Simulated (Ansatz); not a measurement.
# C₃HF₅O: small, medium and large basis sets

How large a basis does C₃HF₅O need? Two functionals are run in growing sets.

Computed with Ansatz 0.2.0, Gaussian basis. Level: one geometry, several basis sets.

Plan: PBE0-D4/def2-SVP; ωB97M-V/def2-SVP; PBE0-D4/def2-QZVPP; ωB97M-V/def2-QZVPP; the functionals' def2-TZVPP values are taken from earlier runs.

### Step 1. The relaxed structure

All runs share one geometry, relaxed beforehand with PBE0-D4 in a triple-zeta def2 set.

10 atoms, charge 0, spin multiplicity 1.

Atoms are counted from 1 here; the program's logs count them from 0.

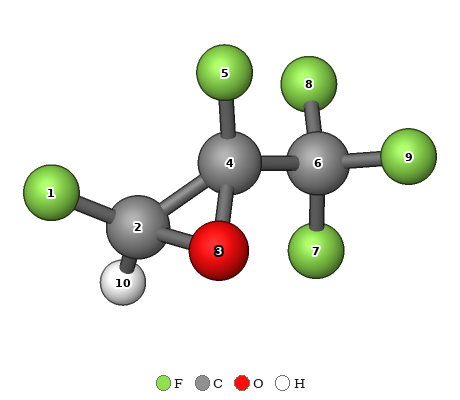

The structure; fluorine green, carbon grey, oxygen red, hydrogen white; atoms are numbered from 1 in the order of the file.

### Step 2. PBE0-D4 in def2-SVP

in.yaml reads:

```yaml
crystal:
  periodic: [false, false, false]
  atoms:
    - {symbol: F, position_ang: [-1.929353, 1.598898, -0.129656]}
    - {symbol: C, position_ang: [-1.219427, 0.564165, 0.324319]}
    - {symbol: O, position_ang: [-0.147592, 0.889528, 1.166093]}
    - {symbol: C, position_ang: [0.163335, 0.448729, -0.110414]}
    - {symbol: F, position_ang: [0.667844, 1.362270, -0.942670]}
    - {symbol: C, position_ang: [0.927639, -0.860344, -0.211247]}
    - {symbol: F, position_ang: [0.336951, -1.789773, 0.537753]}
    - {symbol: F, position_ang: [0.952388, -1.286067, -1.470086]}
    - {symbol: F, position_ang: [2.178470, -0.711206, 0.209583]}
    - {symbol: H, position_ang: [-1.847056, -0.267199, 0.629323]}
basis:
  gaussian: {orbitals: def2-SVP}
hamiltonian: {xc: pbe0, dispersion: d4}
output: {orbitals: {seedname: orbitals}}
```

On the command line:

```
ansatz run in.yaml --threads 4 --pin off --events-out ev --progress --plain --max-ram 11315MiB
```

What it wrote:

```text
Functional definition: PBE0
  name "PBE0"
  cite "Adamo & Barone, J. Chem. Phys. 110, 6158 (1999) doi:10.1063/1.478522"
  cite "Perdew, Burke & Ernzerhof, Phys. Rev. Lett. 77, 3865 (1996) doi:10.1103/PhysRevLett.77.3865"
  parent pbe
  parameter a = 0.25
  parameter kappa = 0.804
  parameter beta = 0.06672455060314922
  exchange = (1 - a)*pbe_x(kappa = kappa, mu = beta*pi^2/3) + a*exact_x
  correlation = pbe_c(beta = beta)
1415 factors; their error is unknown
mean field evaluation 1: about -18721.3176 eV, gradient 4.7e1 eV
mean field evaluation 2: about -18717.9761 eV, gradient 6.6e1 eV
mean field evaluation 4: about -18724.6623 eV, gradient 3.0e0 eV
mean field evaluation 8: about -18724.6745 eV, gradient 5.3e-2 eV
mean field evaluation 16: about -18724.6887 eV, gradient 6.5e-5 eV
mean field -18724.68867600 eV, -688.1196167930 hartree, gradient 6.5e-5 eV, S^2 0.000000; 0 other end points of the search recorded, 0 dependent functions left out
reference -18724.68868916 eV, -688.1196172767 hartree; 36, 36 occupied and 95, 95 virtual orbitals, 1415 factors
Total energy: -18724.86784390 eV, -688.1262010921 hartree
```

It took 0.9 s on 4 threads of Intel Xeon 6975P-C, shared host; peak memory 0.38 GiB.

### Step 3. ωB97M-V in def2-SVP

in.yaml, as its differences from that of step 2:

```diff
@@ -15,3 +15,3 @@
   gaussian: {orbitals: def2-SVP}
-hamiltonian: {xc: pbe0, dispersion: d4}
+hamiltonian: {xc: {name: wB97M-V}}
 output: {orbitals: {seedname: orbitals}}
```

Launched as before.

What it wrote, shortened:

```text
Functional definition: wB97M-V
  name "wB97M-V"
  cite "Mardirossian & Head-Gordon, J. Chem. Phys. 144, 214110 (2016) doi:10.1063/1.4952647"
  cite "Becke, J. Chem. Phys. 107, 8554 (1997) doi:10.1063/1.475007"
  cite "Vydrov & Van Voorhis, J. Chem. Phys. 133, 244103 (2010) doi:10.1063/1.3521275"
  # Of w^i u^j: cxij and so on, Table III.
[...]
  gx(w, u) = 1 - cx + cx01*u + cx10*w
  gss(w, u) = css00 + css04*u^4 + css10*w + css20*w^2 + css43*w^4*u^3
  gos(w, u) = cos00 + cos10*w + (cos20 + cos21*u)*w^2 + (cos60 + cos61*u)*w^6
[...]
      + integral(e_c_pw_mod_opposite_spin*gos(b97_w_opposite, b97_u_opposite)) + vv10(b, c)
1415 factors; their error is unknown
242 factors; integrals over basis functions are off by at most 3.9e-6 eV
[...]
mean field -18738.30737955 eV, -688.6200949176 hartree, gradient 1.6e-5 eV, S^2 0.000000; 0 other end points of the search recorded, 0 dependent functions left out
reference -18738.30740172 eV, -688.6200957322 hartree; 36, 36 occupied and 95, 95 virtual orbitals, 1415 factors
Total energy: -18738.30740172 eV, -688.6200957322 hartree
```

Wall time 3 s (4 threads of Intel Xeon 6975P-C, shared host); peak memory 0.48 GiB.

### Step 4. PBE0-D4 in def2-QZVPP

in.yaml, as its differences from that of step 3:

```diff
@@ -14,4 +14,4 @@
 basis:
-  gaussian: {orbitals: def2-SVP}
-hamiltonian: {xc: {name: wB97M-V}}
+  gaussian: {orbitals: "def2-QZVPP.json"}
+hamiltonian: {xc: pbe0, dispersion: d4}
 output: {orbitals: {seedname: orbitals}}
```

The command is unchanged.

What it wrote:

```text
Functional definition: PBE0
  name "PBE0"
  cite "Adamo & Barone, J. Chem. Phys. 110, 6158 (1999) doi:10.1063/1.478522"
  cite "Perdew, Burke & Ernzerhof, Phys. Rev. Lett. 77, 3865 (1996) doi:10.1103/PhysRevLett.77.3865"
  parent pbe
  parameter a = 0.25
  parameter kappa = 0.804
  parameter beta = 0.06672455060314922
  exchange = (1 - a)*pbe_x(kappa = kappa, mu = beta*pi^2/3) + a*exact_x
  correlation = pbe_c(beta = beta)
1680 factors; their error is unknown
mean field evaluation 1: about -18744.2221 eV, gradient 5.3e1 eV
mean field evaluation 2: about -18741.2558 eV, gradient 7.0e1 eV
mean field evaluation 4: about -18747.9971 eV, gradient 3.2e0 eV
mean field evaluation 8: about -18748.0088 eV, gradient 7.8e-2 eV
mean field evaluation 16: about -18748.0123 eV, gradient 3.2e-4 eV
mean field -18748.01232285 eV, -688.9767450055 hartree, gradient 6.3e-5 eV, S^2 0.000000; 0 other end points of the search recorded, 0 dependent functions left out
reference -18748.01234999 eV, -688.9767460031 hartree; 36, 36 occupied and 507, 507 virtual orbitals, 1680 factors
Total energy: -18748.19150474 eV, -688.9833298184 hartree
```

Wall time 7.5 s (4 threads of Intel Xeon 6975P-C, shared host); peak memory 2.4 GiB.

### Step 5. ωB97M-V in def2-QZVPP

in.yaml, as its differences from that of step 4:

```diff
@@ -15,3 +15,3 @@
   gaussian: {orbitals: "def2-QZVPP.json"}
-hamiltonian: {xc: pbe0, dispersion: d4}
+hamiltonian: {xc: {name: wB97M-V}}
 output: {orbitals: {seedname: orbitals}}
```

Same command.

What it wrote, shortened:

```text
Functional definition: wB97M-V
  name "wB97M-V"
  cite "Mardirossian & Head-Gordon, J. Chem. Phys. 144, 214110 (2016) doi:10.1063/1.4952647"
  cite "Becke, J. Chem. Phys. 107, 8554 (1997) doi:10.1063/1.475007"
  cite "Vydrov & Van Voorhis, J. Chem. Phys. 133, 244103 (2010) doi:10.1063/1.3521275"
  # Of w^i u^j: cxij and so on, Table III.
[...]
  gx(w, u) = 1 - cx + cx01*u + cx10*w
  gss(w, u) = css00 + css04*u^4 + css10*w + css20*w^2 + css43*w^4*u^3
  gos(w, u) = cos00 + cos10*w + (cos20 + cos21*u)*w^2 + (cos60 + cos61*u)*w^6
[...]
      + integral(e_c_pw_mod_opposite_spin*gos(b97_w_opposite, b97_u_opposite)) + vv10(b, c)
1680 factors; their error is unknown
317 factors; integrals over basis functions are off by at most 4.6e-6 eV
[...]
mean field -18762.02273053 eV, -689.4916179912 hartree, gradient 8.5e-5 eV, S^2 0.000000; 0 other end points of the search recorded, 0 dependent functions left out
reference -18762.02277417 eV, -689.4916195949 hartree; 36, 36 occupied and 507, 507 virtual orbitals, 1680 factors
Total energy: -18762.02277417 eV, -689.4916195949 hartree
```

It took 13 s on 4 threads of Intel Xeon 6975P-C, shared host; peak memory 2.8 GiB.

### Step 6. Functionals by basis

The def2-TZVPP values come from earlier runs at the same geometry.

```tsv
functional	basis	functions	energy (eV)	from the largest (eV)	HOMO (eV)	LUMO (eV)
PBE0-D4	def2-SVP	131	-18724.8678	23.324	-9.52	1.79
PBE0-D4	def2-TZVPP	293	-18747.2532	0.938	-9.64	1.42
PBE0-D4	def2-QZVPP	543	-18748.1915	0.000	-9.69	0.90
ωB97M-V	def2-SVP	131	-18738.3074	23.715	-11.86	3.91
ωB97M-V	def2-TZVPP	293	-18761.1447	0.878	-12.02	3.14
ωB97M-V	def2-QZVPP	543	-18762.0228	0.000	-12.07	1.99
```

### Step 7. Outcome

| quantity | value |
| --- | --- |
| PBE0-D4: double and triple zeta above quadruple | 23.32, 0.94 eV |
| ωB97M-V: double and triple zeta above quadruple | 23.72, 0.88 eV |

What this shows: PBE0-D4 gains 22.39 eV from double to triple zeta, then 0.94 eV more. These are total energies; as a rule much of such shifts cancels in differences, which this series doesn't test. The LUMO of ωB97M-V is positive and keeps falling with the basis (3.91 to 1.99 eV): an unbound level that the basis holds in place.

For PBE0-D4 the largest set took about 8 times as long as the smallest (7.5 s against 0.9 s).
